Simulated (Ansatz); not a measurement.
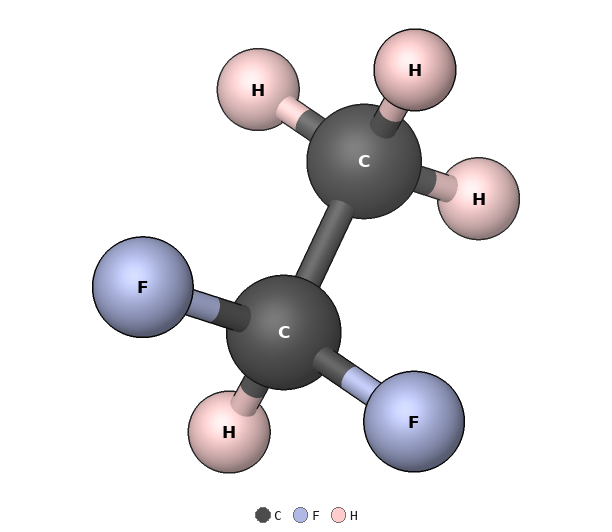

The geometry was computed by an optimisation with PBE0-D4/def2-TZVP.

**Which formula does it have?**

C2H4F2, 8 atoms: 2 carbon, 4 hydrogen and 2 fluorine.

**Does it have rings?**

It has no ring.

**Which point group does it belong to?**

Cs.

The parts below concern this one geometry. Atoms keep their numbers from picture to picture.

Shape

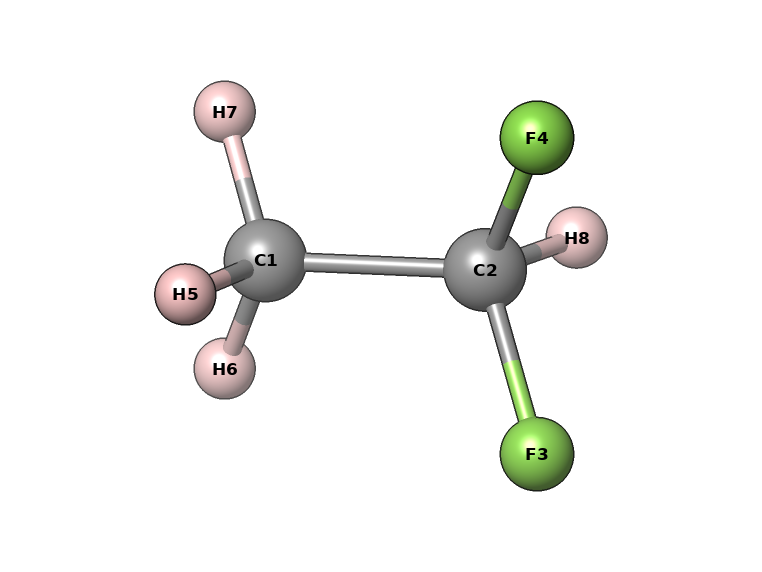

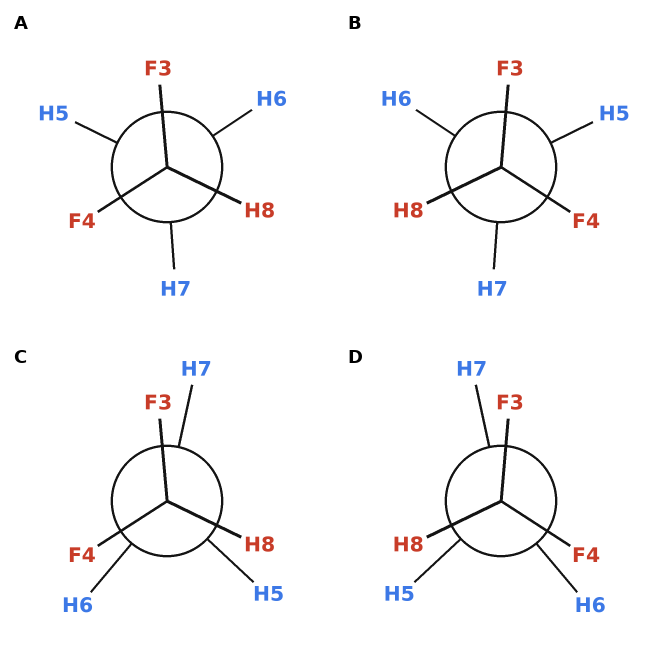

Distant atoms are faded towards the background colour. Bonds that would overlap in a projection are set slightly apart.

**Which Newman projection shows the view along C2–C1, with C2 in front?**

B. The torsion angle F3–C2–C1–H5 is 59°, synclinal (gauche).

Dipole moment

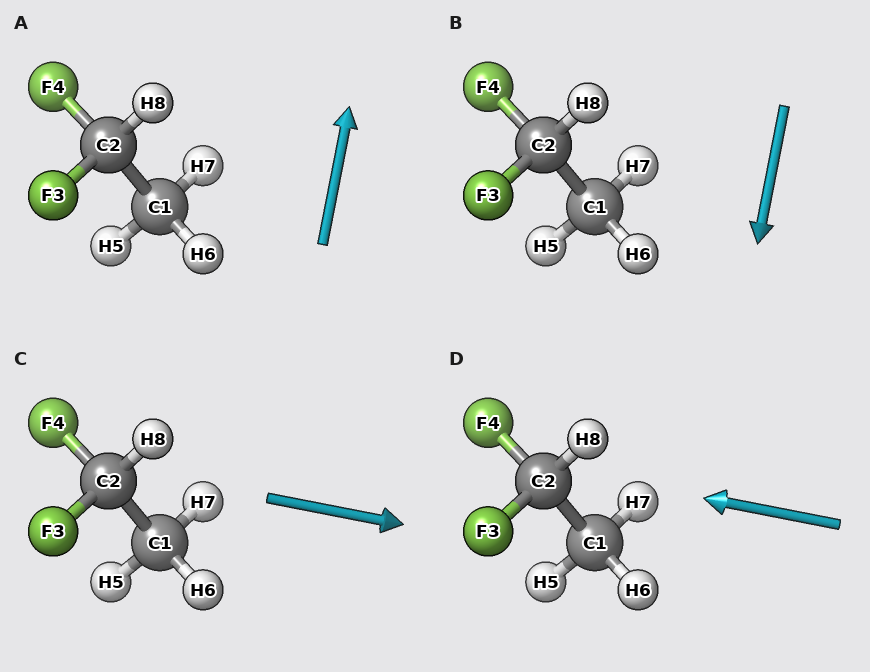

The same molecule four times, each with an arrow. Method: RKS PBE-D4/def2-TZVPP (Ansatz 0.2.0).

**Which arrow points along the dipole moment, from the negative to the positive end?**

C. The dipole moment is 2.05 D; it points from the side of F3, F4 to the side of H6, H7 (the outermost atoms at the two ends).

Charges

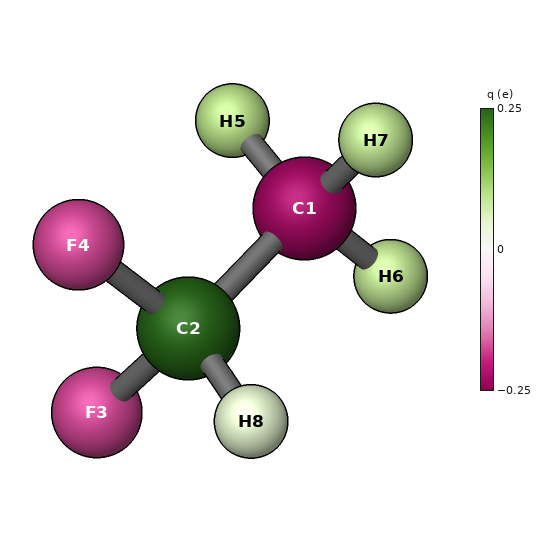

Atoms are coloured by their Mulliken charges. Properties computed with RKS PBE-D4/def2-TZVPP (Ansatz 0.2.0).

Give the Mulliken charges atom by atom.

```json
{"atom": "C1", "value (e)": "−0.23"}
{"atom": "C2", "value (e)": "0.25"}
{"atom": "F3", "value (e)": "−0.17"}
{"atom": "F4", "value (e)": "−0.17"}
{"atom": "H5", "value (e)": "0.10"}
{"atom": "H6", "value (e)": "0.09"}
{"atom": "H7", "value (e)": "0.09"}
{"atom": "H8", "value (e)": "0.05"}
```

Levels of theory compared

Program: Ansatz 0.2.0.

At this fixed geometry, give HOMO–LUMO gap (eV) at these levels: BLYP-D4/def2-TZVPP; PBE0-D4/def2-SVP; r2SCAN-D4/def2-TZVPP; revPBE-D4/def2-TZVPP; ωB97M-V/def2-QZVPP; ωB97M-V/def2-SVP.

```json
{"level": "BLYP-D4/def2-TZVPP", "HOMO–LUMO gap (eV)": "8.48"}
{"level": "PBE0-D4/def2-SVP", "HOMO–LUMO gap (eV)": "11.60"}
{"level": "r2SCAN-D4/def2-TZVPP", "HOMO–LUMO gap (eV)": "9.89"}
{"level": "revPBE-D4/def2-TZVPP", "HOMO–LUMO gap (eV)": "8.56"}
{"level": "ωB97M-V/def2-QZVPP", "HOMO–LUMO gap (eV)": "14.13"}
{"level": "ωB97M-V/def2-SVP", "HOMO–LUMO gap (eV)": "15.66"}
```

Mulliken values depend strongly on the basis set and can even reverse the polarity of a bond.
